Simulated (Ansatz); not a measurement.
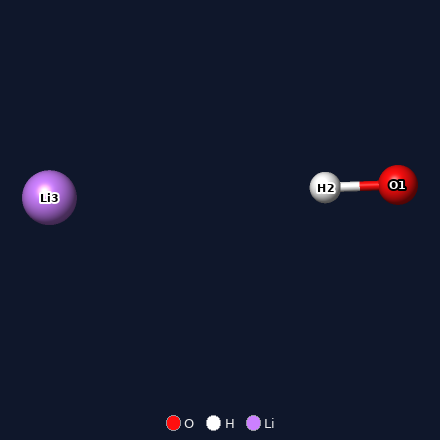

The system is O + HLi, spin multiplicity 3; the picture shows the reference structure. First axis: distance O1–H2. Second axis: distance H2–Li3. Nothing is relaxed (the angle O1–H2–Li3 is fixed at 180 degrees). The scan uses a 15 × 15 grid. Energies: kcal/mol, counted from the lowest grid point. In part of the range the unrestricted reference is strongly spin-contaminated. The calculation used UHF-CCSD(T), frozen core/def2-TZVPD (Ansatz 0.2.0).

Its coordinates:

```xyz
3

O    -0.9670    0.0000    0.0000
H     0.0000    0.0000    0.0000
Li    3.6720    0.0000    0.0000
```

Range: distance O1–H2 from 0.776 to 3.176 Å; distance H2–Li3 from 1.272 to 3.672 Å.

Q: What landscape does the calculation give?

A: The lowest grid point is at distance O1–H2 = 0.967 Å, distance H2–Li3 = 3.672 Å. It lies on the edge of the grid, but the force there points inwards, so the minimum lies inside the range. The highest grid point, distance O1–H2 = 3.176 Å, distance H2–Li3 = 3.672 Å, lies 96 kcal/mol above the lowest.

| distance H2–Li3 ↓, distance O1–H2 → | 0.776 | 0.854 | 0.967 | 1.100 | 1.247 | 1.405 | 1.574 | 1.751 | 1.935 | 2.127 | 2.326 | 2.530 | 2.740 | 2.956 | 3.176 |
| --- | --- | --- | --- | --- | --- | --- | --- | --- | --- | --- | --- | --- | --- | --- | --- |
| 3.672 | 37 | 11 | 0 | 6 | 22 | 42 | 60 | 76 | 87 | 93 | 95 | 96 | 96 | 96 | 96 |
| 3.452 | 37 | 11 | 0 | 6 | 22 | 41 | 59 | 74 | 85 | 90 | 92 | 93 | 93 | 93 | 93 |
| 3.236 | 37 | 11 | 0 | 6 | 21 | 40 | 58 | 72 | 82 | 86 | 88 | 89 | 89 | 89 | 89 |
| 3.026 | 37 | 12 | 0 | 6 | 21 | 39 | 56 | 69 | 78 | 82 | 83 | 84 | 84 | 85 | 85 |
| 2.822 | 38 | 12 | 1 | 6 | 21 | 38 | 54 | 66 | 73 | 77 | 78 | 79 | 79 | 80 | 80 |
| 2.623 | 39 | 13 | 1 | 6 | 20 | 37 | 51 | 62 | 68 | 71 | 72 | 73 | 74 | 74 | 74 |
| 2.431 | 40 | 14 | 2 | 7 | 20 | 35 | 48 | 57 | 62 | 65 | 66 | 67 | 68 | 68 | 68 |
| 2.247 | 42 | 16 | 4 | 8 | 20 | 34 | 45 | 52 | 57 | 59 | 61 | 61 | 62 | 62 | 63 |
| 2.070 | 45 | 19 | 6 | 10 | 21 | 33 | 42 | 48 | 52 | 54 | 55 | 56 | 56 | 57 | 57 |
| 1.901 | 48 | 22 | 9 | 12 | 22 | 32 | 39 | 44 | 47 | 49 | 50 | 51 | 52 | 52 | 52 |
| 1.743 | 52 | 26 | 13 | 16 | 24 | 33 | 38 | 42 | 44 | 46 | 47 | 48 | 48 | 49 | 49 |
| 1.596 | 57 | 31 | 19 | 21 | 28 | 35 | 39 | 42 | 44 | 45 | 46 | 47 | 47 | 47 | 48 |
| 1.463 | 63 | 38 | 25 | 28 | 35 | 39 | 42 | 44 | 46 | 47 | 48 | 48 | 49 | 49 | 49 |
| 1.350 | 70 | 45 | 33 | 36 | 43 | 46 | 48 | 49 | 50 | 51 | 52 | 53 | 53 | 54 | 54 |
| 1.272 | 76 | 51 | 40 | 43 | 50 | 53 | 54 | 55 | 56 | 57 | 58 | 59 | 59 | 59 | 60 |

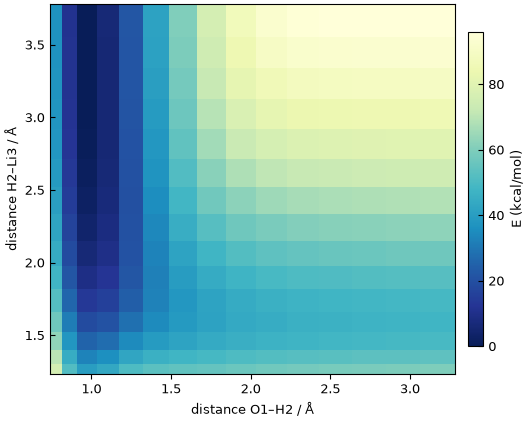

The picture shows one coloured cell a grid point.

Each point was launched as `ansatz run input.yaml --threads 1 --pin off --max-ram 2560MiB --backend cpu --events-out ev --progress --plain --runs-dir out`. Time for the 225 points that were run: 29 min on 1 thread of AMD EPYC 9R45 96-Core Processor (Zen 5), on a shared host.
